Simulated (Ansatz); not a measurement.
# Work function of Li(100): what the settings cost and change

Aim: the numerical settings behind the work function of Li(100), with the cost of each.

Program: Ansatz 0.2.0. Level of theory: plane-wave DFT, PBE, Ansatz PAW. Results are calculated unless marked as measured.

### 1. Starting point

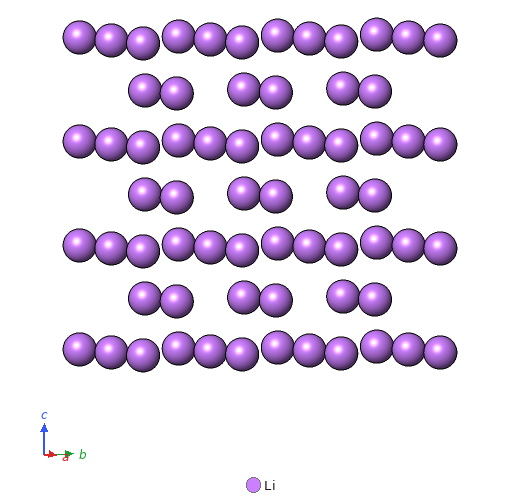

The cell as given, from the side, with the c axis up (lithium purple). 2×3×1 cells are drawn. Some periodic images of atoms are drawn too.

The cell holds 7 atoms: 7 Li. Its edges and angles: a = 3.490 Å, b = 3.490 Å, c = 28.470 Å, α = 90.0°, β = 90.0°, γ = 90.0°. Vacuum lies along c.

### 2. Run, setting cutoff 200 eV

A work function rests on the faint tail of the density, so the SCF threshold is tight. The cutoff is raised first; then mesh and smearing are varied at the default cutoff.

File input.yaml:

```yaml
crystal:
  lattice:
    - [3.49, 0.0, 0.0]
    - [0.0, 3.49, 0.0]
    - [0.0, 0.0, 28.47]
  atoms:
    - { symbol: Li, position: [0.0, 0.0, 0.3161222339] }
    - { symbol: Li, position: [0.5, 0.5, 0.3774148226] }
    - { symbol: Li, position: [0.0, 0.0, 0.4387074113] }
    - { symbol: Li, position: [0.5, 0.5, 0.5] }
    - { symbol: Li, position: [0.0, 0.0, 0.5612925887] }
    - { symbol: Li, position: [0.5, 0.5, 0.6225851774] }
    - { symbol: Li, position: [0.0, 0.0, 0.6838777661] }
kpoints:
  mp_grid: { grid: [12, 12, 1] }
hamiltonian:
  xc: pbe
scf:
  occupations: { method: fermi_dirac, width: 0.1 }
  convergence: { dr2_threshold: 1.0e-09 }
efield:
  axis: 3
  dipole_correction: true
  ramp_position: 0.97
  ramp_width: 0.06
basis:
  ecutwfc: "200 eV"
output:
  write_potential: true
  write_density: true
  volumetric_format: npy
  elf: true
```

Command:

```console
ansatz run input.yaml --threads 2 --pin off --max-ram 3072MiB --backend cpu --events-out ev --progress --plain --runs-dir out
```

Numbers of over 12 decimals in the logs are rounded to 6 here.

Log:

```text
Warning: basis.ecutwfc = 200 eV is below the records' recommended 420 eV, and the density's cutoff is lower with it unless basis.ecutrho_ratio is high enough to keep the records' density cutoff: compare with a run at a higher cutoff
Engine: ansatz 0.2.0, aarch64-unknown-linux-gnu
Pseudopotentials: kind: paw
Pseudopotential: Li, paw, valence charge 3, recommended cutoff 420 eV (normal), Li.paw.azcp
Functional definition: PBE
  parameter kappa = 0.804
  parameter beta = 0.066725
  exchange = pbe_x(kappa = kappa, mu = beta*pi^2/3)
  correlation = pbe_c(beta = beta)
Crystal: 7 atoms, lattice volume = 346.767 Å³
Basis set: ecut = 200 eV, 2177 PW (Γ)
Bands: 18, of which v1, the nominal top of the filled ones, is band 11 counted from 1 (10 counted from 0)
Symmetry: 8 space group operations
k-points: 28 of 144
Non-local potential: Li, projectors of the file, l = 0: 3, l = 1: 2, l = 2: 1
PAW form: soft (Blöchl's): semilocal exchange-correlation on the pseudo side does not see the compensation charge
PAW one-centre angular grid: Li, 110 points (default); XC on 64 Gauss nodes
Initial density: superposition of atomic densities (neutral atoms: chi_scale 0, normalization atom), corrected by the library's trained network
Initial wavefunctions: pseudopotential atomic-orbital guess
Functional: x = pbe(κ = 0.804, μ = 0.219515), c = pbe(β = 0.066725)
SCF iter   1: F=—  HF=-1430.320875 eV  |F-HF|=—  |Δ(HF+E_count)|=         —  Δρ=1.63e-3  dr2=2.47e-2  ethr=1.77e-3  p=0.000 e·Å  D=1.75e-14 V/Å  ΔV_dip=-0.00 eV  dr2_dipole=1.53e-7  V_vac-E_F(+/−)=2.87/2.87 eV  ⟨swp⟩=8.1  Hψ=3207  notcnv=0
efield: sawtooth ramp at fractional position 0.9700 (set: `efield.ramp_position`, or a place that a band, a saddle search or an elastic batch's reference lends), width 0.0600; the density the first Hamiltonian is built on has a dipole p = 0.000 e·Å; the dipole correction subtracts the counter field D = 1.75e-14 V/Å, which shifts the + side's vacuum level by -0.00 eV against the − side's; the planar-averaged density in the ramp window peaks in size at 9.6e-5 e/Å³
preconditioner: auto → LDOS  [metal: Δε(μ)=0.048 eV  Ē_g=3.438 eV  σ=0.100 eV  W_gap=0.12  n_scr=14 (ndim 8)  ℏωp=5.3 eV  f_vac=0.473  D(μ)=3.90/eV (n_scr^D=12)  β→1.0]
SCF iter   2: F=—  HF=-1430.275659 eV  |F-HF|=—  |Δ(HF+E_count)|=   4.52e-2  Δρ=7.41e-4  dr2=9.08e-4  ethr=1.18e-4  p=-0.000 e·Å  D=-5.43e-6 V/Å  ΔV_dip=0.00 eV  dr2_dipole=1.97e-7  V_vac-E_F(+/−)=3.03/3.03 eV  ⟨swp⟩=2.0  Hψ=1137  notcnv=0
SCF iter   3: F=—  HF=-1430.273994 eV  |F-HF|=—  |Δ(HF+E_count)|=   1.67e-3  Δρ=5.54e-5  dr2=9.12e-5  ethr=4.32e-6  p=-0.000 e·Å  D=-2.27e-6 V/Å  ΔV_dip=0.00 eV  dr2_dipole=6.07e-10  V_vac-E_F(+/−)=3.03/3.03 eV  ⟨swp⟩=2.0  Hψ=835  notcnv=0
SCF iter   4: F=—  HF=-1430.273997 eV  |F-HF|=—  |Δ(HF+E_count)|=   3.53e-6  Δρ=1.66e-5  dr2=4.57e-6  ethr=4.34e-7  p=-0.000 e·Å  D=-1.14e-6 V/Å  ΔV_dip=0.00 eV  dr2_dipole=6.02e-11  V_vac-E_F(+/−)=3.04/3.04 eV  ⟨swp⟩=1.2  Hψ=509  notcnv=0
SCF iter   5: F=—  HF=-1430.273997 eV  |F-HF|=—  |Δ(HF+E_count)|=   2.23e-8  Δρ=3.62e-6  dr2=3.38e-7  ethr=2.18e-8  p=-0.000 e·Å  D=-3.25e-7 V/Å  ΔV_dip=0.00 eV  dr2_dipole=2.01e-12  V_vac-E_F(+/−)=3.05/3.05 eV  ⟨swp⟩=1.6  Hψ=532  notcnv=0
SCF iter   6: F=—  HF=-1430.273997 eV  |F-HF|=—  |Δ(HF+E_count)|=   1.00e-7  Δρ=9.15e-7  dr2=1.25e-8  ethr=1.61e-9  p=-0.000 e·Å  D=-6.42e-8 V/Å  ΔV_dip=0.00 eV  dr2_dipole=1.84e-12  V_vac-E_F(+/−)=3.05/3.05 eV  ⟨swp⟩=2.0  Hψ=583  notcnv=0
SCF iter   7: F=-1430.273997 eV  HF=-1430.273997 eV  |F-HF|=9.80e-11  |Δ(HF+E_count)|=   5.69e-9  Δρ=2.15e-7  dr2=4.05e-10  ethr=4.76e-12  p=-0.000 e·Å  D=-1.93e-8 V/Å  ΔV_dip=0.00 eV  dr2_dipole=2.24e-13  V_vac-E_F(+/−)=3.05/3.05 eV  ⟨swp⟩=5.4  Hψ=1687  notcnv=0
WARN: efield: at this solve's end the planar-averaged density reaches 9.86e-5 e/Å³ inside the ramp window [0.9349, 0.0651] (bound 1e-5 e/Å³), and -9.51e-5 e/Å³ on another of its planes; by the running means of the window's planes the mean density over a ramp is at most 1.42e-5 e/Å³, which is held to the bound (the quickstart, § The vacuum guard, A window that rings); the window's nearer edge stands 7.15 Å from this s [...]
SCF 1 converged in 7 iterations: F = -1430.273997 eV  dr2 = 4.05e-10
  greatest PAW one-centre occupation: 0.996 electrons in one spin orbital (limit 2), on the Li atom at site 2 (counted from 0), in its partial waves of l = 0
WARN: The output density's exchange-correlation potential varies sharply where the density is thin. Do not read a vacuum level from v_tot or v_xc, or from such a field of the output density. On a cell that repeats whose density bears no net charge and no dipole along the vacuum's axis use v_es (v_loc + v_h of the components); under efield.dipole_correction with no amplitude use v_es + v_field, which holds any externa [...]
SCF converged after 7 iterations
Free energy (F): -1430.273997 eV
Harris-Foulkes:  -1430.273997 eV  (|F-HF|=9.80e-11)
Internal energy: -1430.147948 eV  (E = F + TS)
E sigma→0 (E₀):  -1430.210972 eV
Entropy (-TS):   -0.126050 eV (-18.007 meV/atom)
Fermi energy:    -1.264110 eV
Dipole field:    D = 0.000000 V/Å  (p = 0.000001 e·Å, saw-weighted, corrected)
Work function:   Φ+ = 3.0474 eV   Φ− = 3.0475 eV
Levels:          The Fermi level and band energies are counted from a zero that moves with the ramp; work functions are not
Vacuum region:   at the solve's end the planar-averaged density reaches 9.86e-5 e/Å³ inside the ramp window [0.9349, 0.0651] (bound 1e-5 e/Å³), and -9.51e-5 e/Å³ on another of its planes; by the running means of the window's planes the mean density over a ramp is at most 1.42e-5 e/Å³, which is held to the bound (the quickstart, § The vacuum guard, A window that rings)
--- Per-component energies (eV) ---
  E_band       = -695.660016
  E_kinetic    = 147.999884
  E_local      = -6039.606209  (includes V_loc(G=0)·N_el)
  E_nonlocal   = -229.153096
  E_hartree    = 2806.265782
  E_xc         = -68.814078
  E_vxc        = -88.545058  (∫ρ·V_xc dr)
  E_paw        = -150.868767  (= ΣΔE_a)
  E_vpaw       = -98.920205  (= ΣTr[D̂ρ^β])
  E_aug_tail   = 0.032333  (compensation charges beyond the density's cutoff)
  E_efield     = 0.000000  (sawtooth field / dipole correction)
  E_vefield    = 0.000000  (∫n·V_field dr)
  E_ewald      = 2103.996202
  E_smearing   = -0.126050  (= −TS)
  E_closure    = -0.000000  (closes the sum)
  Σ components = -1430.273997   (vs F -1430.273997, Δ=0.00e0)
--- Band table (eV; the first three rows and the last of 28) ---
  k-point 0: bands = [... 7 lower, -4.6254, -4.2142, -3.5031, -2.5537, -1.5259, -0.5018, 0.6133, 1.5832, ... 3 higher]
  k-point 1: bands = [... 7 lower, -4.5590, -4.1481, -3.4372, -2.4896, -1.4604, -0.4360, 0.6770, 1.6486, ... 3 higher]
  k-point 2: bands = [... 7 lower, -4.3645, -3.9550, -3.2451, -2.2993, -1.2713, -0.2531, 0.8362, 1.7707, ... 3 higher]
  k-point 27: bands = [... 7 lower, -0.8475, -0.8475, -0.3334, -0.3334, 0.5664, 0.5664, 1.8278, 1.8278, ... 3 higher]
```

It took 9.5 s on 2 threads of Arm Neoverse N1, shared host; peak memory 0.32 GiB; 16 s of CPU time.

In the SCF lines HF is the Harris–Foulkes energy and dr2 the Hartree energy of the density residual, in eV; the loop may stop once dr2 is under the threshold and the program's other checks hold. Hψ counts applications of the Hamiltonian.

Numbers from this step:

```
energy at zero smearing   : -1430.2110 eV
work function, upper face : 3.047 eV
```

Running mean over 1.745 Å of the planar mean; the ramp of the sawtooth is left out. The electron's electrostatic potential energy less the Fermi level by z:

```
z (Å)  electron's electrostatic potential energy less the Fermi level (eV)
    4                                                                 3.04
    5                                                                 3.03
    6                                                                 2.98
    7                                                                 2.66
    8                                                                 1.04
    9                                                               -0.782
   10                                                               -0.713
   11                                                               -0.617
   12                                                               -0.619
   13                                                               -0.607
   14                                                               -0.613
   15                                                               -0.609
   16                                                               -0.612
   17                                                               -0.619
   18                                                               -0.641
   19                                                               -0.818
   20                                                               -0.197
   21                                                                 2.19
   22                                                                 2.89
   23                                                                 3.02
   24                                                                 3.04
   25                                                                 3.05
```

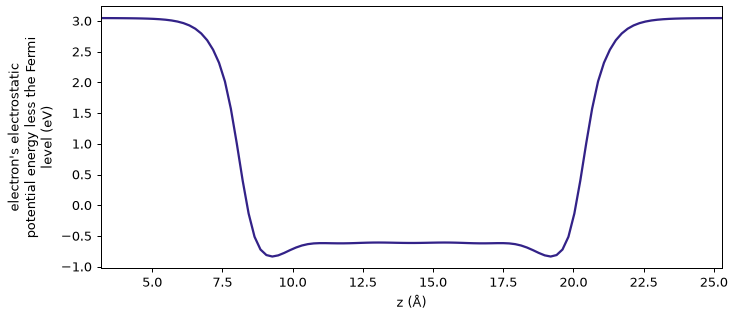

Electron's electrostatic potential energy less the Fermi level, plotted against z.

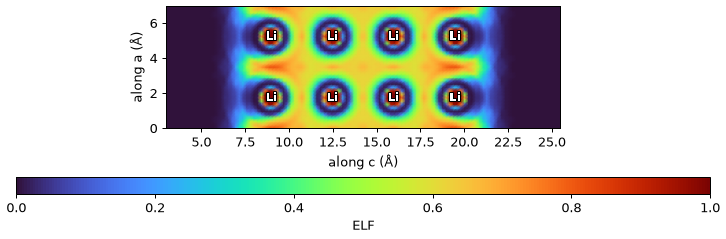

ELF in the ca plane at fractional y = 0.000, with atoms of Li within 0.2 Å of it. It is the smooth field of the valence electrons, not physical close to the nuclei. The map starts off the cell's origin, so that atoms lie inside it. The far vacuum is left out of the map.

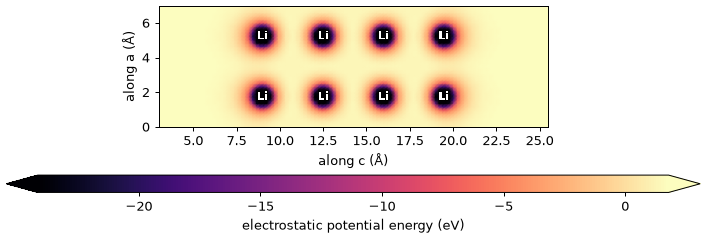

Electrostatic potential energy in the ca plane at fractional y = 0.000, with atoms of Li within 0.2 Å of it. With pseudopotentials it is smooth inside the atoms' cores, unlike the true potential. The map starts off the cell's origin, so that atoms lie inside it. The far vacuum is left out of the map.

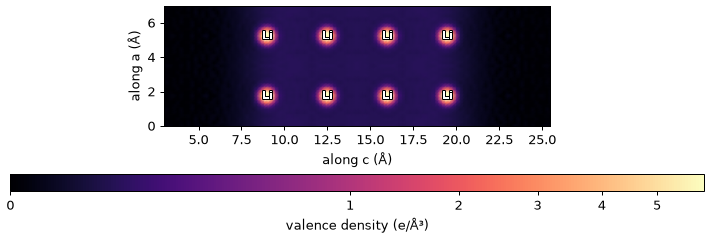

Valence density in the ca plane at fractional y = 0.000, with atoms of Li within 0.2 Å of it. It is the smooth field of the valence electrons, not physical close to the nuclei. The map starts off the cell's origin, so that atoms lie inside it. The colour scale is stretched toward low values. The far vacuum is left out of the map.

The work function is 3.047 eV.

### 3. Slab

Changes to input.yaml since step 2:

```diff
@@ -26,3 +26,3 @@
 basis:
-  ecutwfc: "200 eV"
+  ecutwfc: "300 eV"
 output:
@@ -31,2 +31 @@
   volumetric_format: npy
-  elf: true
```

Log:

```text
[...]
Crystal: 7 atoms, lattice volume = 346.767 Å³
Basis set: ecut = 300 eV, 3981 PW (Γ)
Bands: 18, of which v1, the nominal top of the filled ones, is band 11 counted from 1 (10 counted from 0)
Symmetry: 8 space group operations
k-points: 28 of 144
[...]
k-point 1: bands = [... 7 lower, -4.5723, -4.1609, -3.4487, -2.4988, -1.4642, -0.4344, 0.6806, 1.6596, ... 3 higher]
  k-point 2: bands = [... 7 lower, -4.3775, -3.9666, -3.2552, -2.3065, -1.2730, -0.2492, 0.8422, 1.7818, ... 3 higher]
  k-point 27: bands = [... 7 lower, -0.8364, -0.8364, -0.3213, -0.3213, 0.5790, 0.5790, 1.8016, 1.8356, ... 3 higher]
[key lines of the parts left out:]
SCF converged after 7 iterations
Free energy (F): -1432.116224 eV
Fermi energy:    -1.263431 eV
Dipole field:    D = -0.000000 V/Å  (p = -0.000000 e·Å, saw-weighted, corrected)
Work function:   Φ+ = 3.0359 eV   Φ− = 3.0359 eV
```

Run time: 14 s. Hardware: 2 threads; peak memory 0.39 GiB.

The work function is 3.036 eV, -0.011 eV from the run “cutoff 200 eV”, at 1.5 times its CPU time.

### 4. Slab

Changes to input.yaml since step 3:

```diff
@@ -26,3 +26,3 @@
 basis:
-  ecutwfc: "300 eV"
+  ecutwfc: "420 eV"
 output:
```

Log:

```text
[...]
Crystal: 7 atoms, lattice volume = 346.767 Å³
Basis set: ecut = 420 eV, 6699 PW (Γ)
Bands: 18, of which v1, the nominal top of the filled ones, is band 11 counted from 1 (10 counted from 0)
Symmetry: 8 space group operations
k-points: 28 of 144
[...]
k-point 1: bands = [... 7 lower, -4.5723, -4.1607, -3.4484, -2.4985, -1.4639, -0.4342, 0.6808, 1.6602, ... 3 higher]
  k-point 2: bands = [... 7 lower, -4.3776, -3.9664, -3.2549, -2.3061, -1.2727, -0.2490, 0.8425, 1.7823, ... 3 higher]
  k-point 27: bands = [... 7 lower, -0.8359, -0.8359, -0.3208, -0.3208, 0.5795, 0.5795, 1.8014, 1.8356, ... 3 higher]
[key lines of the parts left out:]
SCF converged after 7 iterations
Free energy (F): -1432.140217 eV
Fermi energy:    -1.263077 eV
Dipole field:    D = -0.000000 V/Å  (p = -0.000000 e·Å, saw-weighted, corrected)
Work function:   Φ+ = 3.0356 eV   Φ− = 3.0356 eV
```

Wall time 21 s (2 threads); peak memory 0.5 GiB.

The work function is 3.036 eV, -0.012 eV from the run “cutoff 200 eV”, at 2.2 times its CPU time.

### 5. Slab

Changes to input.yaml since step 4:

```diff
@@ -26,3 +26,3 @@
 basis:
-  ecutwfc: "420 eV"
+  ecutwfc: "600 eV"
 output:
```

Log:

```text
[...]
Crystal: 7 atoms, lattice volume = 346.767 Å³
Basis set: ecut = 600 eV, 11441 PW (Γ)
Bands: 18, of which v1, the nominal top of the filled ones, is band 11 counted from 1 (10 counted from 0)
Symmetry: 8 space group operations
k-points: 28 of 144
[...]
k-point 1: bands = [... 7 lower, -4.5723, -4.1608, -3.4485, -2.4985, -1.4640, -0.4343, 0.6808, 1.6602, ... 3 higher]
  k-point 2: bands = [... 7 lower, -4.3777, -3.9665, -3.2549, -2.3062, -1.2727, -0.2490, 0.8425, 1.7823, ... 3 higher]
  k-point 27: bands = [... 7 lower, -0.8360, -0.8360, -0.3208, -0.3208, 0.5795, 0.5795, 1.8014, 1.8355, ... 3 higher]
[key lines of the parts left out:]
SCF converged after 7 iterations
Free energy (F): -1432.141173 eV
Fermi energy:    -1.263110 eV
Dipole field:    D = 0.000000 V/Å  (p = 0.000000 e·Å, saw-weighted, corrected)
Work function:   Φ+ = 3.0357 eV   Φ− = 3.0357 eV
```

It took 39 s on 2 threads; peak memory 0.72 GiB.

The work function is 3.036 eV, +0.000 eV from the run “cutoff 420 eV”, at 1.9 times its CPU time.

### 6. Run

Changes to input.yaml since step 5:

```diff
@@ -14,3 +14,3 @@
 kpoints:
-  mp_grid: { grid: [12, 12, 1] }
+  mp_grid: { grid: [2, 2, 1] }
 hamiltonian:
@@ -25,4 +25,2 @@
   ramp_width: 0.06
-basis:
-  ecutwfc: "600 eV"
 output:
```

Log:

```text
[...]
Crystal: 7 atoms, lattice volume = 346.767 Å³
Basis set: ecut = 420 eV, 6699 PW (Γ)
Bands: 18, of which v1, the nominal top of the filled ones, is band 11 counted from 1 (10 counted from 0)
Symmetry: 8 space group operations
k-points: 3 of 4
[...]
Work function:   Φ+ = 3.3232 eV   Φ− = 3.3232 eV
[...]
--- Band table (eV) ---
  k-point 0: bands = [... 7 lower, -4.6552, -4.2283, -3.6066, -2.6423, -1.6011, -0.5889, 0.5591, 1.5630, ... 3 higher]
  k-point 1: bands = [... 7 lower, -2.3079, -2.2757, -1.9180, -1.8829, -1.4358, -1.3786, -1.0204, 0.8687, ... 3 higher]
  k-point 2: bands = [... 7 lower, -0.8529, -0.8529, -0.3259, -0.3259, 0.4845, 0.4845, 1.7741, 1.7741, ... 3 higher]
[key lines of the parts left out:]
SCF converged after 10 iterations
Free energy (F): -1431.456830 eV
Fermi energy:    -1.484276 eV
Dipole field:    D = 0.000000 V/Å  (p = 0.000001 e·Å, saw-weighted, corrected)
```

Elapsed: 3.6 s, on 2 threads; peak memory 0.4 GiB.

The work function is 3.323 eV, +0.288 eV from the run “cutoff 420 eV”, at 0.10 times its CPU time.

### 7. Run

Changes to input.yaml since step 6:

```diff
@@ -14,3 +14,3 @@
 kpoints:
-  mp_grid: { grid: [2, 2, 1] }
+  mp_grid: { grid: [4, 4, 1] }
 hamiltonian:
```

Log:

```text
[...]
Crystal: 7 atoms, lattice volume = 346.767 Å³
Basis set: ecut = 420 eV, 6699 PW (Γ)
Bands: 18, of which v1, the nominal top of the filled ones, is band 11 counted from 1 (10 counted from 0)
Symmetry: 8 space group operations
k-points: 6 of 16
[...]
k-point 1: bands = [... 7 lower, -3.9516, -3.5703, -2.8909, -1.9441, -0.9493, -0.0014, 0.7107, 1.3061, ... 3 higher]
  k-point 2: bands = [... 7 lower, -2.1966, -2.1505, -1.8737, -1.7789, -1.3144, -1.2379, -0.8852, 0.9885, ... 3 higher]
  k-point 5: bands = [... 7 lower, -0.7379, -0.7379, -0.2524, -0.2524, 0.6217, 0.6217, 1.8912, 1.8972, ... 3 higher]
[key lines of the parts left out:]
SCF converged after 8 iterations
Free energy (F): -1432.055286 eV
Fermi energy:    -1.301329 eV
Dipole field:    D = 0.000000 V/Å  (p = 0.000000 e·Å, saw-weighted, corrected)
Work function:   Φ+ = 3.0173 eV   Φ− = 3.0172 eV
```

Wall time 6.7 s (2 threads); peak memory 0.39 GiB.

The work function is 3.017 eV, -0.018 eV from the run “cutoff 420 eV”, at 0.21 times its CPU time.

### 8. Run

Changes to input.yaml since step 7:

```diff
@@ -14,3 +14,3 @@
 kpoints:
-  mp_grid: { grid: [4, 4, 1] }
+  mp_grid: { grid: [8, 8, 1] }
 hamiltonian:
```

Log:

```text
[...]
Crystal: 7 atoms, lattice volume = 346.767 Å³
Basis set: ecut = 420 eV, 6699 PW (Γ)
Bands: 18, of which v1, the nominal top of the filled ones, is band 11 counted from 1 (10 counted from 0)
Symmetry: 8 space group operations
k-points: 15 of 64
[...]
k-point 1: bands = [... 7 lower, -4.5045, -4.0757, -3.3729, -2.4209, -1.3845, -0.3554, 0.7549, 1.7307, ... 3 higher]
  k-point 2: bands = [... 7 lower, -4.0654, -3.6384, -2.9401, -1.9985, -0.9869, -0.0409, 0.6017, 1.3003, ... 3 higher]
  k-point 14: bands = [... 7 lower, -0.8485, -0.8485, -0.3164, -0.3164, 0.5740, 0.5740, 1.7973, 1.8371, ... 3 higher]
[key lines of the parts left out:]
SCF converged after 7 iterations
Free energy (F): -1432.155357 eV
Fermi energy:    -1.263440 eV
Dipole field:    D = -0.000001 V/Å  (p = -0.000001 e·Å, saw-weighted, corrected)
Work function:   Φ+ = 3.0397 eV   Φ− = 3.0396 eV
```

Elapsed: 11 s, on 2 threads; peak memory 0.44 GiB; 19 s of CPU time.

The work function is 3.040 eV, +0.004 eV from the run “cutoff 420 eV”, at 0.52 times its CPU time.

### 9. Run

Changes to input.yaml since step 8:

```diff
@@ -14,3 +14,3 @@
 kpoints:
-  mp_grid: { grid: [8, 8, 1] }
+  mp_grid: { grid: [18, 18, 1] }
 hamiltonian:
```

Log:

```text
[...]
Crystal: 7 atoms, lattice volume = 346.767 Å³
Basis set: ecut = 420 eV, 6699 PW (Γ)
Bands: 18, of which v1, the nominal top of the filled ones, is band 11 counted from 1 (10 counted from 0)
Symmetry: 8 space group operations
k-points: 55 of 324
[...]
k-point 1: bands = [... 7 lower, -4.6095, -4.1942, -3.4844, -2.5340, -1.4999, -0.4706, 0.6461, 1.6243, ... 3 higher]
  k-point 2: bands = [... 7 lower, -4.5231, -4.1078, -3.3981, -2.4478, -1.4129, -0.3836, 0.7286, 1.7057, ... 3 higher]
  k-point 54: bands = [... 7 lower, -0.8370, -0.8370, -0.3182, -0.3182, 0.5795, 0.5795, 1.8026, 1.8392, ... 3 higher]
[key lines of the parts left out:]
SCF converged after 7 iterations
Free energy (F): -1432.143276 eV
Fermi energy:    -1.262407 eV
Dipole field:    D = -0.000000 V/Å  (p = -0.000000 e·Å, saw-weighted, corrected)
Work function:   Φ+ = 3.0345 eV   Φ− = 3.0345 eV
```

It took 40 s on 2 threads; peak memory 0.68 GiB.

The work function is 3.035 eV, -0.001 eV from the run “cutoff 420 eV”, at 2.0 times its CPU time.

(Continued in part 2 of 2.)

[Logs are printed without paths, hosts, clocks, repeated set-up lines and the standing remarks that a program may print on its own settings, such as how far it seeks lower states.]

[Hosts, paths, dates, database ids (printed as entryN), source tags and the programs' standing remarks are cut or masked in the printed files.]

[Maps of the electrostatic potential energy from Ansatz leave out the sawtooth potential of an applied field or a dipole correction, so their vacuum need not be flat; planar profiles and work functions include it.]
